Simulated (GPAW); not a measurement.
# NaF (Villiaumite): G0W0 with GPAW, start to end, part 2 of 2

Wanted: ground state, empty states, screening and self-energy for NaF (Villiaumite).

GPAW 26.7.0; PBE and many-body steps on it, plane waves. Known limits of the many-body steps: not at the basis limit.

So far. Step 3 (Bands along the symmetry lines): The gap is 6.378 eV, as in the run before at this level. Step 4 (Empty states on the mesh, 6×6×6 mesh, 376 bands): On this mesh the gap is 6.378 eV.

The database entry behind the starting cell differs from later determinations by our own check (0.1 to 0.3 % short, probably kX units), so it need not match the best structure at ambient conditions.

## (5) Screening and self-energy, 6×6×6 mesh, 170 bands, screening to 210 eV

Now the one-shot GW correction: screening in the RPA, then the self-energy of the levels asked for.

This step: G0W0 on PBE, plane waves, PAW.

Contents of run.py:

```python
import json
import numpy as np
from gpaw.mpi import world
from gpaw.response.g0w0 import G0W0

gw = G0W0('full.gpw',
    filename='gw',
    kpts=[0],
    bands=(5, 9),
    ecut=210,
    nbands=170,
    integrate_gamma='WS',
    ppa=True)
gw.calculate()
res = {mode: {k: v for k, v in r.items() if k != 'sigma_eskwn'}
       for mode, r in gw.all_results.items()}

if world.rank == 0:
    with open('result.json', 'w') as f:
        json.dump(res, f, default=lambda x: x.tolist())
```

Run with:

```
mpirun -n 4 gpaw python run.py
```

Numbers of over 12 decimals in the logs are rounded to 6 here.

Output:

```text
Using integrator: PointIntegrator
FrequencyGridDescriptor(from 0.000+0.000j to 0.000+27.211j eV, 2 points)
Nonperiodic BCs:  [False False False]
Using integrator: PointIntegrator
FrequencyGridDescriptor(from 0.000+0.000j to 0.000+27.211j eV, 2 points)
Nonperiodic BCs:  [False False False]
  ___  _ _ _
 |   || | | |
 | | || | | |
 |__ ||_____|
 |___|

BZ k-points: Symmetries present (total): 48

  [... matrices ...]
216 k-points: 6 x 6 x 6 Monkhorst-Pack grid + [1/12,1/12,1/12]
16 k-points in the irreducible part of the Brillouin zone
       k-points in crystal coordinates                weights
   0:     0.00000000    0.00000000    0.00000000          1/216
   1:     0.16666667    0.16666667    0.00000000          6/216
   2:     0.16666667    0.16666667    0.16666667          8/216
   3:     0.33333333    0.16666667    0.16666667         12/216
   4:     0.33333333    0.33333333   -0.33333333         12/216
   5:     0.33333333    0.33333333    0.00000000          6/216
   6:     0.33333333    0.33333333    0.16666667         24/216
   7:     0.33333333    0.33333333    0.33333333          8/216
   8:     0.50000000    0.33333333   -0.33333333         24/216
   9:     0.50000000    0.33333333   -0.16666667         12/216
          ...
  15:     0.50000000    0.50000000    0.50000000          4/216

Distributing spins, k-points and bands (1 x 1 x 4) over 4 processes
Number of blocks: 1

Quasi particle states:
k-points (IBZ indices): [0]
Band range: (5, 9)
  [... matrices ...]
Computational parameters:
Plane wave cut-off: 210 eV
Number of bands: 170
Coulomb cutoff: None
Broadening: 0.1 eV

fxc modes: GW
Kernel: RPA
Using Godby-Needs plasmon-pole approximation:
  Fitting energy: i*E0, E0 = 1.000 Hartree
Summing all q:

Calculating screened Coulomb potential
No Coulomb truncation
FrequencyGridDescriptor(from 0.000+0.000j to 0.000+27.211j eV, 2 points)
Removing empty qpoint cache files...

Calculating chi0 body with:
    Ground state adapter containing:
    Number of spins: 1
    Number of kpoints: 216
    Number of irreducible kpoints: 16
    Number of completely occupied states: 7
    Number of partially occupied states: 7
    Occupied states memory: 0.8544921875 M / cpu

    Linear response parametrization:
    q_c: [1.3877787807814457e-17, 1.3877787807814457e-17, 1.3877787807814457e-17]
    Number of frequency points: 2
    Planewave cutoff: 210.0
    Number of bands: 170
    Number of planewaves: 169
    Broadening (eta): 1e-06
    comm.size: 4
    kncomm.size: 4
    blockcomm.size: 1

    Memory estimate of potentially large arrays:
        chi0_wGG: 0.871613 M / cpu
Integrating chi0 body.

Symmetries of q_c:
    Direct symmetries (Uq -> q): 48
    Indirect symmetries (TUq -> q): 0
In total 48 allowed symmetries.

  [... matrices ...]
16 groups of equivalent kpoints. 92.592593% reduction.

Integral kind: response function
Integrating chi0 head and wings.

Symmetries of q_c:
    Direct symmetries (Uq -> q): 48
    Indirect symmetries (TUq -> q): 0
In total 48 allowed symmetries.

  [... matrices ...]
16 groups of equivalent kpoints. 92.592593% reduction.

Integral kind: response function wings

Calculating chi0 body with:
    Ground state adapter containing:
    Number of spins: 1
    Number of kpoints: 216
    Number of irreducible kpoints: 16
    Number of completely occupied states: 7
    Number of partially occupied states: 7
[... the further q-points ...]

Results:
f:      Occupation numbers
eps:     KS-eigenvalues [eV]
vxc:     KS vxc [eV]
exx:     Exact exchange [eV]
sigma:   Self-energies [eV]
dsigma:  Self-energy derivatives
Z:       Renormalization factors
qp:      QP-energies [eV]

k-point 0 (0): (0.000, 0.000, 0.000)                GW
band       f     eps     vxc     exx   sigma  dsigma       Z      qp
                                                                   GW
   5   1.000  -1.693 -23.643 -31.320   4.313  -0.228   0.814  -4.434
   6   1.000  -1.693 -23.643 -31.320   4.313  -0.228   0.814  -4.434
   7   0.000   4.685 -10.175  -5.932  -2.611  -0.107   0.904   6.160
   8   0.000  17.389  -7.141  -2.148  -3.138  -0.117   0.896  19.051
```

It took 2 min on 4 MPI ranks of Intel Xeon Platinum 8259CL at 2.50GHz (Skylake/Cascade Lake), shared host; peak memory 1.3 GiB; 8 min of CPU time.

Numbers from this step:

```
G0W0 gap on the points computed              : 10.59 eV
least direct G0W0 gap on the computed points : 10.59 eV
Z at the valence top                         : 0.8144
Z at the conduction bottom                   : 0.9036
starting gap on the mesh                     : 6.378 eV
k of the valence top                         : 0, 0, 0
k of the conduction bottom                   : 0, 0, 0
```

The gap on the mesh goes from 6.38 eV to 10.59 eV, a correction of +4.22 eV.

Limits: finite bands, cutoff and mesh. v1 is the top filled band, c1 the lowest empty one. The levels before and after the correction (eV, zero at the valence-band top of each column):

```
           conduction bottom  valence top
Kohn-Sham               6.38         0.00
     G0W0              10.59         0.00
```

```
             level  energy (eV)
Kohn-Sham  Γ v2-v1        0.000
Kohn-Sham     Γ c1        6.378
Kohn-Sham     Γ c2       19.082
     G0W0  Γ v2-v1        0.000
     G0W0     Γ c1       10.594
     G0W0     Γ c2       23.485
```

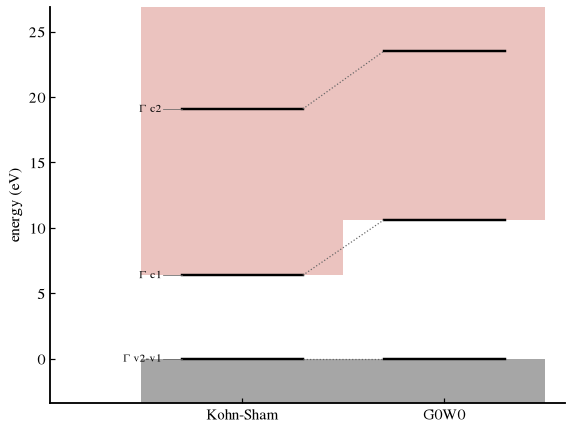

Levels before and after the correction. Shaded: valence and conduction bands.

## (6) Where the time went

Times are wall times on 4 MPI ranks of Intel Xeon Platinum 8259CL at 2.50GHz (Skylake/Cascade Lake), shared host, good to a factor of about two.

```
                          step   time  share  memory (GiB)
                  ground state    7 s    5 %          0.64
bands along the symmetry lines  6.6 s    5 %          0.67
      empty states on the mesh  8.5 s    6 %          0.98
     screening and self-energy  2 min   85 %           1.3
```

## (7) Results

| Quantity | Value |
| --- | --- |
| PBE gap | 6.38 eV, direct |
| G0W0 gap on the mesh | 10.59 eV |
| GW settings | 6×6×6 mesh, 170 bands, screening to 210 eV, Godby-Needs plasmon pole |
| known limits | not at the basis limit |

G0W0 moves the gap on the mesh from 6.38 eV to 10.59 eV (+4.22 eV), with Z of 0.81 and 0.90 at the edges. Only 1 of the mesh's irreducible points was corrected, so a valley elsewhere could overtake. The dearest step here is «screening and self-energy». Bands and cutoff are finite, so the gap is not at the basis limit. The miss can reach some tenths of an eV and take either sign; the mesh is an error of its own. These stock PAW sets were not made for GW. In the G0W0 run levels were corrected at 1 k point alone, so a gap called «on the mesh» is the least over those, and an edge elsewhere would be missed.

[Paths, hosts, dates, memory and timing lines, banners, echoed tables and standing remarks are left out of the program output.]

[Logs are printed without paths, hosts, clocks, repeated set-up lines and the standing remarks that a program may print on its own settings, such as how far it seeks lower states.]

[Runs of the session that timed out or met a known fault of the program may be left out.]

[Hosts, paths, dates, database ids (printed as entryN), source tags and the programs' standing remarks are cut or masked in the printed files.]
